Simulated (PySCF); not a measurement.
Br2ClH, SMILES `Cl.BrBr`.

Computed with PySCF, PBE0/def2-TZVP, geometry: GFN2-xTB. GFN2-xTB bond lengths at metals and heavier atoms can be off by up to 0.1 Å and shapes distorted, which carries into these values.

Cartesian coordinates (Å):

```
Cl1     -2.8458    0.1681    0.0008
H2      -2.5736   -1.0817   -0.0161
Br3      0.8114    1.1100   -0.0002
Br4      0.6443   -1.1607    0.0003
```

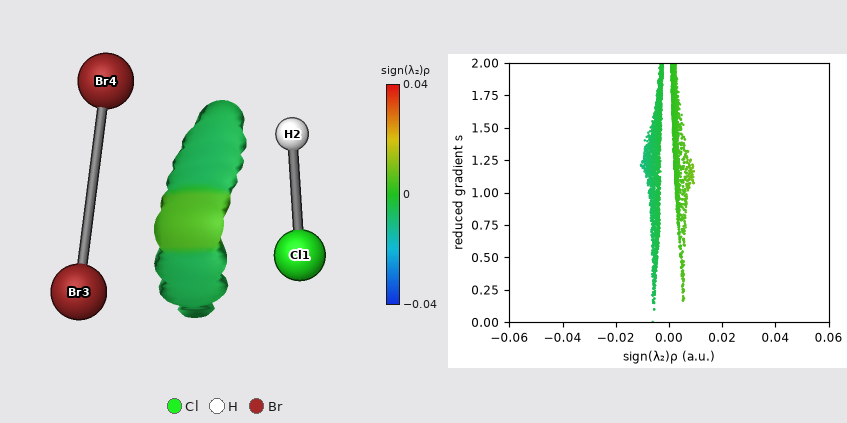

Non-covalent interaction surfaces between the fragments (reduced density gradient s = 0.5, coloured by sign(λ₂)ρ in a.u.; trimmed to the region between the fragments where ρ is under 0.06 a.u.). Fragment A: HCl (atoms 1–2); fragment B: Br2. The plot gives s against sign(λ₂)ρ for grid points between the fragments.

### Which interactions hold the two fragments together?

Bond critical points between the fragments: Cl1···Br4, 3.73 Å, ρ = 0.006 a.u.; Cl1···Br3, 3.78 Å, ρ = 0.006 a.u. All are weak and appear green (van der Waals range). Several contacts close a ring, whose ring point adds a part with positive λ₂ between them. The pose is a local one from a semi-empirical search, not shown to be the most stable.

### How strongly are they bound?

The counterpoise-corrected interaction energy of the frozen fragments is +0.5 kcal/mol without dispersion correction and −0.6 kcal/mol with D3(BJ). The pair geometry is semi-empirical, not a minimum at this level.
